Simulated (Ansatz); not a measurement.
# AlFH6OSi: two geometries relaxed, part 2 of 2

Are the two ends of the reaction (ligand exchange) separate minima, and which lies lower? Each is relaxed from a guess. Meant to form: Al1–O5, H10–F2; to break: Al1–F2, H10–O5. The start is a guess near the saddle point, from which both ends are pulled out.

Ansatz 0.2.0; RKS B3LYP-D4/6-31G*. Earlier steps stand in the parts before.

### Step 6. A restrained relaxation towards end B

Springs on the bonds that form and break draw the guess towards this end; the thresholds are loose.

Contents of input.yaml:

```yaml
crystal:
  periodic: [false, false, false]
  atoms:
    - { symbol: Al, position_ang: [0.0, 0.0, 0.0] }
    - { symbol: F, position_ang: [0.0, 0.0, 2.04] }
    - { symbol: H, position_ang: [1.351, 0.0, -0.78] }
    - { symbol: H, position_ang: [-1.351, 0.0, -0.78] }
    - { symbol: O, position_ang: [0.0869, -1.972, 0.6559] }
    - { symbol: Si, position_ang: [-0.6831, -3.2686, -0.0846] }
    - { symbol: H, position_ang: [0.2217, -4.4137, -0.1261] }
    - { symbol: H, position_ang: [-1.8799, -3.6221, 0.6732] }
    - { symbol: H, position_ang: [-1.0612, -2.8984, -1.4453] }
    - { symbol: H, position_ang: [0.0526, -1.1932, 1.752] }
basis:
  gaussian: { orbitals: "6-31G*" }
hamiltonian:
  xc: b3lyp
  dispersion: d4
relax:
  f_tol: 0.15
  max_steps: 25
  restrain:
    - { distance: [0, 4], at: 1.78, k: 30.0 }
    - { distance: [9, 1], at: 0.92, k: 30.0 }
    - { distance: [0, 1], at: 2.89, k: 30.0 }
    - { distance: [9, 4], at: 2.21, k: 30.0 }
```

The run is started by

```
> ansatz run input.yaml --threads 1 --pin off --max-ram 2048MiB --backend cpu --events-out ev --progress --plain --runs-dir out
```

The program printed:

```text
Warning: RAYON_NUM_THREADS=1 ignored (pool sized by the plan → 1); use --threads N
The last accepted step is kept in <dir> (removed where the run ends without a failure and the disk answers)
Engine: ansatz 0.2.0, aarch64-unknown-linux-gnu
Functional definition: B3LYP
  parameter a0 = 0.2
  parameter ax = 0.72
  parameter ac = 0.81
  exchange = (1 - a0 - ax)*slater_x + ax*b88_x + a0*exact_x
  correlation = (1 - ac)*vwn_rpa_c + ac*lyp_c
822 factors; integrals over basis functions are off by at most 7.5e-4 eV
mean field evaluation 1: about -19332.5296 eV, gradient 5.5e1 eV
mean field evaluation 2: about -19317.3649 eV, gradient 1.0e2 eV
mean field evaluation 4: about -19337.7458 eV, gradient 7.7e0 eV
mean field evaluation 8: about -19337.8489 eV, gradient 3.4e-2 eV
mean field -19337.84893256 eV, -710.6528406070 hartree, gradient 2.6e-5 eV, S^2 0.000000; 0 other end points of the search recorded, 0 dependent functions left out
the calculation of the forces begins
reference -19337.84922050 eV, -710.6528511883 hartree; 25, 25 occupied and 55, 55 virtual orbitals, 822 factors
relax step   1: F+E_penalty+E_count = -19338.13785312 eV  Δ(F+E_penalty+E_count) = +0.000e0 eV  max|allowed force component| = 2.753e0 eV/Å  E_restraint = 24.83848890 eV  max|allowed force component, restraints' pulls added| = 2.374e1 eV/Å  Δτ_max = 0.0000 Å  (23 SCF iters, accepted)
  distance Al 0 - O 4 = 2.0800 Å
  distance H 9 - F 1 = 1.2286 Å
  distance Al 0 - F 1 = 2.0400 Å
  distance H 9 - O 4 = 1.3450 Å
these checks for a lower state are left out or cut short: starts, cluster_reference, orbital_swaps, neighbouring_geometries, increment
822 factors; integrals over basis functions are off by at most 5.9e-4 eV
mean field evaluation 16: about -19337.6727 eV, gradient 6.8e-1 eV
mean field -19337.68729844 eV, -710.6469006625 hartree, gradient 5.4e-5 eV, S^2 0.000000; 0 other end points of the search recorded, 0 dependent functions left out
the calculation of the forces begins
reference -19337.68758362 eV, -710.6469111425 hartree; 25, 25 occupied and 55, 55 virtual orbitals, 822 factors
relax step   2: F+E_penalty+E_count = -19337.97546602 eV  Δ(F+E_penalty+E_count) = +1.624e-1 eV  max|allowed force component| = 3.198e0 eV/Å  E_restraint = 10.04750063 eV  max|allowed force component, restraints' pulls added| = 1.572e1 eV/Å  Δτ_max = 0.1948 Å  (29 SCF iters, accepted)
  distance Al 0 - O 4 = 1.9605 Å
  distance H 9 - F 1 = 1.0815 Å
  distance Al 0 - F 1 = 2.3442 Å
  distance H 9 - O 4 = 1.6503 Å
these checks for a lower state are left out or cut short: starts, cluster_reference, orbital_swaps, neighbouring_geometries, increment
822 factors; integrals over basis functions are off by at most 6.0e-4 eV
mean field -19337.79956933 eV, -710.6510265414 hartree, gradient 1.6e-5 eV, S^2 0.000000; 0 other end points of the search recorded, 0 dependent functions left out
the calculation of the forces begins
reference -19337.79985272 eV, -710.6510369560 hartree; 25, 25 occupied and 55, 55 virtual orbitals, 822 factors
relax step   3: F+E_penalty+E_count = -19338.08462186 eV  Δ(F+E_penalty+E_count) = -1.092e-1 eV  max|allowed force component| = 2.868e0 eV/Å  E_restraint = 2.28705537 eV  max|allowed force component, restraints' pulls added| = 7.737e0 eV/Å  Δτ_max = 0.1947 Å  (27 SCF iters, accepted)
  distance Al 0 - O 4 = 1.8485 Å
  distance H 9 - F 1 = 0.9372 Å
  distance Al 0 - F 1 = 2.6053 Å
  distance H 9 - O 4 = 1.9522 Å
these checks for a lower state are left out or cut short: starts, cluster_reference, orbital_swaps, neighbouring_geometries, increment
822 factors; integrals over basis functions are off by at most 6.2e-4 eV
mean field evaluation 32: about -19338.0251 eV, gradient 4.1e-4 eV
mean field -19338.02513924 eV, -710.6593160830 hartree, gradient 1.5e-5 eV, S^2 0.000000; 0 other end points of the search recorded, 0 dependent functions left out
the calculation of the forces begins
reference -19338.02542291 eV, -710.6593265076 hartree; 25, 25 occupied and 55, 55 virtual orbitals, 822 factors
relax step   4: F+E_penalty+E_count = -19338.30457219 eV  Δ(F+E_penalty+E_count) = -2.200e-1 eV  max|allowed force component| = 1.167e0 eV/Å  E_restraint = 0.03673526 eV  max|allowed force component, restraints' pulls added| = 7.850e-1 eV/Å  Δτ_max = 0.1919 Å  (28 SCF iters, accepted)
  distance Al 0 - O 4 = 1.7567 Å
  distance H 9 - F 1 = 0.9283 Å
  distance Al 0 - F 1 = 2.8555 Å
  distance H 9 - O 4 = 2.1845 Å
these checks for a lower state are left out or cut short: starts, cluster_reference, orbital_swaps, neighbouring_geometries, increment
822 factors; integrals over basis functions are off by at most 6.1e-4 eV
mean field -19338.15258899 eV, -710.6639997749 hartree, gradient 6.5e-6 eV, S^2 0.000000; 0 other end points of the search recorded, 0 dependent functions left out
the calculation of the forces begins
reference -19338.15287452 eV, -710.6640102680 hartree; 25, 25 occupied and 55, 55 virtual orbitals, 822 factors
relax step   5: F+E_penalty+E_count = -19338.42804585 eV  Δ(F+E_penalty+E_count) = -1.235e-1 eV  max|allowed force component| = 8.386e-1 eV/Å  E_restraint = 0.01884814 eV  max|allowed force component, restraints' pulls added| = 3.719e-1 eV/Å  Δτ_max = 0.2000 Å  (27 SCF iters, accepted)
  distance Al 0 - O 4 = 1.7611 Å
  distance H 9 - F 1 = 0.9332 Å
  distance Al 0 - F 1 = 2.8673 Å
  distance H 9 - O 4 = 2.1955 Å
these checks for a lower state are left out or cut short: starts, cluster_reference, orbital_swaps, neighbouring_geometries, increment
822 factors; integrals over basis functions are off by at most 6.1e-4 eV
mean field -19338.14301795 eV, -710.6636480454 hartree, gradient 1.2e-5 eV, S^2 0.000000; 0 other end points of the search recorded, 0 dependent functions left out
the calculation of the forces begins
reference -19338.14330491 eV, -710.6636585910 hartree; 25, 25 occupied and 55, 55 virtual orbitals, 822 factors
relax step   6: F+E_penalty+E_count = -19338.41743658 eV  Δ(F+E_penalty+E_count) = +1.061e-2 eV  max|allowed force component| = 1.581e0 eV/Å  E_restraint = 0.05541817 eV  max|allowed force component, restraints' pulls added| = 3.201e0 eV/Å  Δτ_max = 0.1573 Å  (27 SCF iters, rejected (line search))
  distance Al 0 - O 4 = 1.7656 Å
  distance H 9 - F 1 = 0.9753 Å
  distance Al 0 - F 1 = 2.8709 Å
  distance H 9 - O 4 = 2.2020 Å
these checks for a lower state are left out or cut short: starts, cluster_reference, orbital_swaps, neighbouring_geometries, increment
822 factors; integrals over basis functions are off by at most 6.1e-4 eV
mean field -19338.17996104 eV, -710.6650056789 hartree, gradient 6.7e-5 eV, S^2 0.000000; 0 other end points of the search recorded, 0 dependent functions left out
the calculation of the forces begins
reference -19338.18024725 eV, -710.6650161972 hartree; 25, 25 occupied and 55, 55 virtual orbitals, 822 factors
relax step   7: F+E_penalty+E_count = -19338.45403023 eV  Δ(F+E_penalty+E_count) = -2.598e-2 eV  max|allowed force component| = 6.801e-1 eV/Å  E_restraint = 0.01356400 eV  max|allowed force component, restraints' pulls added| = 1.554e-1 eV/Å  Δτ_max = 0.0786 Å  (25 SCF iters, accepted)
  distance Al 0 - O 4 = 1.7630 Å
  distance H 9 - F 1 = 0.9347 Å
  distance Al 0 - F 1 = 2.8720 Å
  distance H 9 - O 4 = 2.2011 Å
these checks for a lower state are left out or cut short: starts, cluster_reference, orbital_swaps, neighbouring_geometries, increment
822 factors; integrals over basis functions are off by at most 6.2e-4 eV
mean field -19338.19989268 eV, -710.6657381532 hartree, gradient 5.9e-5 eV, S^2 0.000000; 0 other end points of the search recorded, 0 dependent functions left out
the calculation of the forces begins
reference -19338.20017903 eV, -710.6657486765 hartree; 25, 25 occupied and 55, 55 virtual orbitals, 822 factors
relax step   8: F+E_penalty+E_count = -19338.47307156 eV  Δ(F+E_penalty+E_count) = -1.904e-2 eV  max|allowed force component| = 6.674e-1 eV/Å  E_restraint = 0.01143888 eV  max|allowed force component, restraints' pulls added| = 9.864e-2 eV/Å  Δτ_max = 0.0999 Å  (24 SCF iters, accepted)
  distance Al 0 - O 4 = 1.7634 Å
  distance H 9 - F 1 = 0.9351 Å
  distance Al 0 - F 1 = 2.8751 Å
  distance H 9 - O 4 = 2.2038 Å
these checks for a lower state are left out or cut short: starts, cluster_reference, orbital_swaps, neighbouring_geometries, increment
822 factors; integrals over basis functions are off by at most 6.4e-4 eV
mean field evaluation 64: about -19338.2018 eV, gradient 1.4e-5 eV
mean field -19338.20178586 eV, -710.6658077263 hartree, gradient 1.4e-5 eV, S^2 0.000000; 0 other end points of the search recorded, 0 dependent functions left out
the calculation of the forces begins
reference -19338.20207317 eV, -710.6658182848 hartree; 25, 25 occupied and 55, 55 virtual orbitals, 822 factors
relax step   9: F+E_penalty+E_count = -19338.47387349 eV  Δ(F+E_penalty+E_count) = -8.019e-4 eV  max|allowed force component| = 6.520e-1 eV/Å  E_restraint = 0.00756427 eV  max|allowed force component, restraints' pulls added| = 3.878e-1 eV/Å  Δτ_max = 0.1449 Å  (28 SCF iters, accepted)
  distance Al 0 - O 4 = 1.7665 Å
  distance H 9 - F 1 = 0.9371 Å
  distance Al 0 - F 1 = 2.8860 Å
  distance H 9 - O 4 = 2.2137 Å
these checks for a lower state are left out or cut short: starts, cluster_reference, orbital_swaps, neighbouring_geometries, increment
822 factors; integrals over basis functions are off by at most 6.3e-4 eV
mean field -19338.20980979 eV, -710.6661026004 hartree, gradient 6.1e-5 eV, S^2 0.000000; 0 other end points of the search recorded, 0 dependent functions left out
the calculation of the forces begins
reference -19338.21009714 eV, -710.6661131603 hartree; 25, 25 occupied and 55, 55 virtual orbitals, 822 factors
relax step  10: F+E_penalty+E_count = -19338.48284669 eV  Δ(F+E_penalty+E_count) = -8.973e-3 eV  max|allowed force component| = 6.458e-1 eV/Å  E_restraint = 0.00805564 eV  max|allowed force component, restraints' pulls added| = 2.767e-1 eV/Å  Δτ_max = 0.0508 Å  (25 SCF iters, accepted)
  distance Al 0 - O 4 = 1.7650 Å
  distance H 9 - F 1 = 0.9362 Å
  distance Al 0 - F 1 = 2.8829 Å
  distance H 9 - O 4 = 2.2104 Å
these checks for a lower state are left out or cut short: starts, cluster_reference, orbital_swaps, neighbouring_geometries, increment
822 factors; integrals over basis functions are off by at most 6.3e-4 eV
mean field -19338.22098543 eV, -710.6665132974 hartree, gradient 6.1e-5 eV, S^2 0.000000; 0 other end points of the search recorded, 0 dependent functions left out
the calculation of the forces begins
reference -19338.22127297 eV, -710.6665238643 hartree; 25, 25 occupied and 55, 55 virtual orbitals, 822 factors
relax step  11: F+E_penalty+E_count = -19338.49482950 eV  Δ(F+E_penalty+E_count) = -1.198e-2 eV  max|allowed force component| = 5.993e-1 eV/Å  E_restraint = 0.01167248 eV  max|allowed force component, restraints' pulls added| = 1.534e-2 eV/Å  Δτ_max = 0.0509 Å  (24 SCF iters, accepted)
  distance Al 0 - O 4 = 1.7614 Å
  distance H 9 - F 1 = 0.9343 Å
  distance Al 0 - F 1 = 2.8759 Å
  distance H 9 - O 4 = 2.2045 Å
822 factors; integrals over basis functions are off by at most 6.3e-4 eV
mean field -19338.22098543 eV, -710.6665132974 hartree, gradient 6.1e-5 eV, S^2 0.000000; 1 other end points of the search recorded, 0 dependent functions left out
the calculation of the forces begins
reference -19338.22127297 eV, -710.6665238643 hartree; 25, 25 occupied and 55, 55 virtual orbitals, 822 factors
Total energy: -19338.49511704 eV, -710.6765874485 hartree
Atom 0 at     0.078606    -0.237141    -0.475390 Å, force    -0.015452    -0.545900     0.587124 eV/Å
Atom 1 at    -0.089803    -0.257527     2.395520 Å, force    -0.067701     0.407193    -0.309170 eV/Å
Atom 2 at     1.469468     0.502785    -0.551609 Å, force    -0.004481    -0.001712     0.008841 eV/Å
Atom 3 at    -1.308416     0.319350    -0.992116 Å, force     0.006110     0.004385    -0.000699 eV/Å
Atom 4 at     0.107095    -1.905017     0.090202 Å, force    -0.013155     0.599331    -0.038782 eV/Å
Atom 5 at    -0.713878    -3.323310    -0.131473 Å, force    -0.002714    -0.005284     0.009096 eV/Å
Atom 6 at     0.220670    -4.472301    -0.001647 Å, force     0.006760     0.005705     0.005482 eV/Å
Atom 7 at    -1.784802    -3.474664     0.893500 Å, force     0.005103     0.001696     0.003036 eV/Å
Atom 8 at    -1.345222    -3.380043    -1.479598 Å, force    -0.006867     0.003871    -0.006363 eV/Å
Atom 9 at     0.103284    -1.140131     2.157712 Å, force     0.092397    -0.469284    -0.258563 eV/Å
Dipole moment:     0.003233    -0.182643    -0.121286 e Å
```

Wall time 55 s (1 thread of Arm Neoverse V1, shared host); peak memory 0.16 GiB.

Step by step:

| step | energy from step 1 (eV) | largest force component (eV/Å) |
| --- | --- | --- |
| 1 | 0.0000 | 2.7532 |
| 2 | 0.1624 | 3.1980 |
| 3 | 0.0532 | 2.8680 |
| 4 | -0.1667 | 1.1667 |
| 5 | -0.2902 | 0.8386 |
| 6x | -0.2796 | 1.5815 |
| 7 | -0.3162 | 0.6801 |
| 8 | -0.3352 | 0.6674 |
| 9 | -0.3360 | 0.6520 |
| 10 | -0.3450 | 0.6458 |
| 11 | -0.3570 | 0.5993 |

Step 1 is the start. 1 step was tried and not accepted (6; marked x where the table lists them). Energies and forces in the table leave out the springs, which the log lists apart; the run stops on the force with the springs' pull added.

After: Bond lengths: Al1–H3 1.577 Å, Al1–H4 1.581 Å, Al1–O5 1.761 Å, O5–Si6 1.654 Å, Si6–H7 1.487 Å, Si6–H8 1.490 Å, Si6–H9 1.490 Å, F2–H10 0.934 Å. Angles: H3–Al1–H4 126.3°, H3–Al1–O5 116.5°, H4–Al1–O5 116.9°, Al1–O5–Si6 139.6°, O5–Si6–H7 109.8°, O5–Si6–H8 110.6°, O5–Si6–H9 111.4°, H7–Si6–H8 108.3°, H7–Si6–H9 108.4°, H8–Si6–H9 108.3°.

Pairs that crossed the distance rule for bonds on the way: came closer F2–H10; moved apart Al1–F2.

### Step 7. End point B

It starts where the restrained run ended.

Contents of input.yaml:

```yaml
crystal:
  periodic: [false, false, false]
  atoms:
    - { symbol: Al, position_ang: [0.078606, -0.237141, -0.47539] }
    - { symbol: F, position_ang: [-0.089803, -0.257527, 2.39552] }
    - { symbol: H, position_ang: [1.469468, 0.502785, -0.551609] }
    - { symbol: H, position_ang: [-1.308416, 0.31935, -0.992116] }
    - { symbol: O, position_ang: [0.107095, -1.905017, 0.090202] }
    - { symbol: Si, position_ang: [-0.713878, -3.32331, -0.131473] }
    - { symbol: H, position_ang: [0.22067, -4.472301, -0.001647] }
    - { symbol: H, position_ang: [-1.784802, -3.474664, 0.8935] }
    - { symbol: H, position_ang: [-1.345222, -3.380043, -1.479598] }
    - { symbol: H, position_ang: [0.103284, -1.140131, 2.157712] }
basis:
  gaussian: { orbitals: "6-31G*" }
hamiltonian:
  xc: b3lyp
  dispersion: d4
relax:
  f_tol: 0.03
  max_steps: 50
```

The run is started by

```
> ansatz run input.yaml --threads 1 --pin off --max-ram 2048MiB --backend cpu --events-out ev --progress --plain --runs-dir out
```

The program printed, shortened:

```text
Warning: RAYON_NUM_THREADS=1 ignored (pool sized by the plan → 1); use --threads N
[...]
Functional definition: B3LYP
[...]
821 factors; integrals over basis functions are off by at most 6.1e-4 eV
[...]
mean field -19338.22096873 eV, -710.6665126840 hartree, gradient 1.3e-5 eV, S^2 0.000000; 0 other end points of the search recorded, 0 dependent functions left out
[...]
reference -19338.22125402 eV, -710.6665231679 hartree; 25, 25 occupied and 55, 55 virtual orbitals, 821 factors
relax step   1: F+E_penalty+E_count = -19338.49481283 eV  Δ(F+E_penalty+E_count) = +0.000e0 eV  max|allowed force component| = 5.991e-1 eV/Å  Δτ_max = 0.0000 Å  (23 SCF iters, accepted)
[...]
relax step   7: F+E_penalty+E_count = -19339.04973191 eV  Δ(F+E_penalty+E_count) = -3.043e-2 eV  max|allowed force component| = 4.228e-1 eV/Å  Δτ_max = 0.1187 Å  (27 SCF iters, accepted)
[...]
relax step  13: F+E_penalty+E_count = -19339.49737508 eV  Δ(F+E_penalty+E_count) = +1.567e-2 eV  max|allowed force component| = 1.834e0 eV/Å  Δτ_max = 0.1233 Å  (26 SCF iters, rejected (line search))
[...]
relax step  19: F+E_penalty+E_count = -19339.67762086 eV  Δ(F+E_penalty+E_count) = -2.895e-3 eV  max|allowed force component| = 7.591e-2 eV/Å  Δτ_max = 0.0934 Å  (23 SCF iters, accepted)
[...]
relax step  24: F+E_penalty+E_count = -19339.68109317 eV  Δ(F+E_penalty+E_count) = -6.131e-4 eV  max|allowed force component| = 8.713e-2 eV/Å  Δτ_max = 0.0446 Å  (23 SCF iters, accepted)
relax step  25: F+E_penalty+E_count = -19339.68239324 eV  Δ(F+E_penalty+E_count) = -1.300e-3 eV  max|allowed force component| = 7.707e-2 eV/Å  Δτ_max = 0.0314 Å  (23 SCF iters, accepted)
```

### Step 8. The output, continued: end point B relaxed

The log, continued, shortened:

```text
relax step  26: F+E_penalty+E_count = -19339.68393063 eV  Δ(F+E_penalty+E_count) = -1.537e-3 eV  max|allowed force component| = 5.348e-2 eV/Å  Δτ_max = 0.0553 Å  (23 SCF iters, accepted)
[...]
relax step  32: F+E_penalty+E_count = -19339.68760819 eV  Δ(F+E_penalty+E_count) = -1.460e-4 eV  max|allowed force component| = 3.550e-2 eV/Å  Δτ_max = 0.0197 Å  (24 SCF iters, accepted)
[...]
relax step  33: F+E_penalty+E_count = -19339.68767942 eV  Δ(F+E_penalty+E_count) = -7.123e-5 eV  max|allowed force component| = 1.651e-2 eV/Å  Δτ_max = 0.0057 Å  (21 SCF iters, accepted)
821 factors; integrals over basis functions are off by at most 7.2e-4 eV
mean field -19339.39973222 eV, -710.7098314431 hartree, gradient 2.5e-5 eV, S^2 0.000000; 1 other end points of the search recorded, 0 dependent functions left out
[...]
Atom 0 at    -0.035515    -0.012800     0.099588 Å, force    -0.001213     0.006184     0.016514 eV/Å
Atom 1 at     0.131980     0.329984     1.746703 Å, force    -0.001405    -0.004309    -0.015543 eV/Å
Atom 2 at     1.210030     0.357765    -0.815307 Å, force    -0.000766    -0.000724     0.000173 eV/Å
Atom 3 at    -1.524398    -0.005533    -0.477315 Å, force     0.003051    -0.000511    -0.000305 eV/Å
Atom 4 at     0.173461    -1.957216     0.555560 Å, force    -0.006290    -0.011645     0.003100 eV/Å
Atom 5 at    -0.718847    -3.290260    -0.055595 Å, force     0.006630     0.010309    -0.000785 eV/Å
Atom 6 at    -0.018730    -4.523287     0.372233 Å, force     0.001652    -0.003326     0.001926 eV/Å
Atom 7 at    -2.098901    -3.265920     0.477452 Å, force    -0.003374     0.000281     0.001675 eV/Å
Atom 8 at    -0.682319    -3.112105    -1.518747 Å, force    -0.000135     0.000055    -0.001215 eV/Å
Atom 9 at     0.300241    -1.888626     1.520529 Å, force     0.001850     0.003685    -0.005541 eV/Å
Dipole moment:    -0.130987    -0.983533     0.043989 e Å
```

Run time: 2.6 min. Hardware: 1 thread of Arm Neoverse V1, shared host; peak memory 0.16 GiB.

Relaxation path, one in 2:

| step | energy from step 1 (eV) | largest force component (eV/Å) |
| --- | --- | --- |
| 1 | 0.0000 | 0.5991 |
| 3 | -0.3202 | 0.5973 |
| 5 | -0.4975 | 0.4941 |
| 7 | -0.5549 | 0.4228 |
| 9 | -0.6437 | 2.2160 |
| 11 | -1.0147 | 0.8885 |
| 13x | -1.0026 | 1.8336 |
| 15 | -1.1564 | 0.5244 |
| 17 | -1.1778 | 0.1823 |
| 19 | -1.1828 | 0.0759 |
| 21 | -1.1844 | 0.0363 |
| 23 | -1.1857 | 0.0582 |
| 25 | -1.1876 | 0.0771 |
| 27 | -1.1904 | 0.0484 |
| 29 | -1.1919 | 0.0553 |
| 31 | -1.1926 | 0.0484 |
| 33 | -1.1929 | 0.0165 |

Step 1 is the start. 1 step was tried and not accepted (13; marked x where the table lists them).

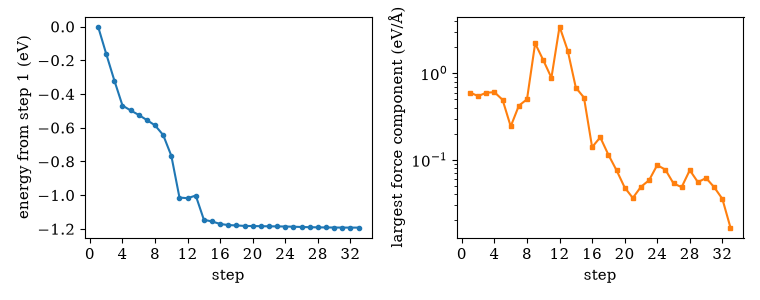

Energy and largest force along the relaxation.

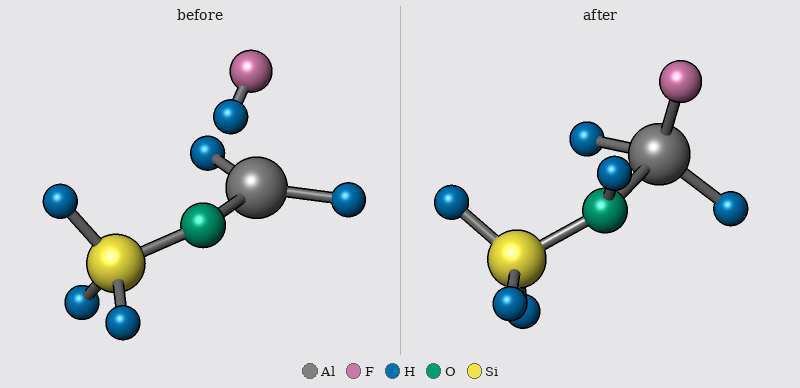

The structure before (left) and after (right), drawn at the same scale.

After: Bond lengths: Al1–F2 1.691 Å, Al1–H3 1.589 Å, Al1–H4 1.597 Å, Al1–O5 2.008 Å, O5–Si6 1.717 Å, Si6–H7 1.481 Å, Si6–H8 1.480 Å, Si6–H9 1.474 Å, O5–H10 0.976 Å. Angles (14 of 15 angles, heavy atoms first): F2–Al1–O5 88.0°, Al1–O5–Si6 128.1°, F2–Al1–H3 115.8°, F2–Al1–H4 116.3°, H3–Al1–O5 106.0°, H4–Al1–O5 100.6°, Al1–O5–H10 99.8°, Si6–O5–H10 118.3°, O5–Si6–H7 107.3°, O5–Si6–H8 110.1°, O5–Si6–H9 104.3°, H3–Al1–H4 121.4°, H7–Si6–H8 110.5°, H7–Si6–H9 112.1°.

Pairs that crossed the distance rule for bonds on the way: came closer Al1–F2, O5–H10; moved apart F2–H10.

### Step 9. Results

This closing draws on all 2 parts.

```
                           quantity                     value
                              end A  23 moves, 0.621 eV lower
                              end B  31 moves, 1.193 eV lower
largest difference between the ends                    0.01 Å
            end B relative to end A                 -0.000 eV
```

**Reading.** The two relaxations end at one structure, within 0.01 Å: no second minimum was found from this start, which doesn't rule one out.
